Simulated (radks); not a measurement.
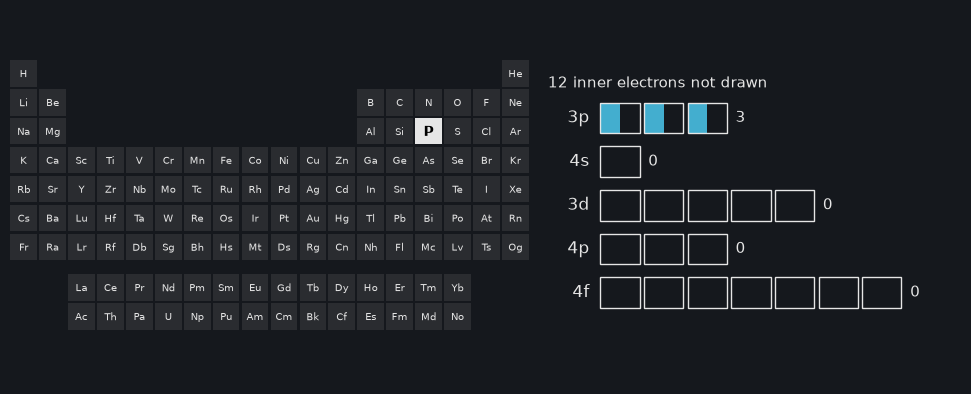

Fig. 1: Left, the place of phosphorus in the periodic table; right, the outer shells as the input fills them: a box for each of the 2l + 1 orbitals, shaded by the share of the shell that is filled, with the electron count at the right.

Run report: P, atomic calculation

P, configuration [Ne] 3s2 3p3 4s0 3d0 4p0 4f0. Level asked for: non-relativistic Kohn-Sham, SCAN, spin-polarised, spherical densities, point nucleus (radks).

## Input
```
Z 15
configuration [Ne] 3s2 3p3 4s0 3d0 4p0 4f0
relativity non-relativistic
functional scan,scan
spin polarised
nucleus point
```

Energies in input and log are in hartree, lengths in bohr.

## Output
```
1s      1   1.0000         -76.79520482
2s      1   1.0000          -6.50888757
2p      1   3.0000          -4.65603608
3s      1   1.0000          -0.57500696
3p      1   3.0000          -0.24608273
4s      1   0.0000          -0.14968715
3d      1   0.0000          -0.09188139
4p      1   0.0000          -0.09855067
4f      1   0.0000          -0.03282251
1s      2   1.0000         -76.77901127
2s      2   1.0000          -6.49911252
2p      2   3.0000          -4.63703498
3s      2   1.0000          -0.43989836
3p      2   0.0000          -0.43897575
4s      2   0.0000          -0.14968715
3d      2   0.0000          -0.09188139
4p      2   0.0000          -0.09855067
4f      2   0.0000          -0.03282251
Etot -341.30169262167027
Ekin 340.85479038212776
Encl -812.5278950924815
Eh 153.59488404003403
Exc -23.223471951350618
err 1.5100520675770245e-05
it 141
```

## What the run reported

```tsv
quantity	value
outcome	not converged
total energy	−341.301693 hartree
kinetic energy	340.854790 hartree
electron–nucleus energy	−812.527895 hartree
Hartree energy	153.594884 hartree
exchange–correlation energy	−23.223472 hartree
SCF iterations	141
hardware	1 CPU thread, shared host
wall time	1.4 s
```

## What went wrong

The run did not meet its convergence test in 141 iterations, so its last values are not results.
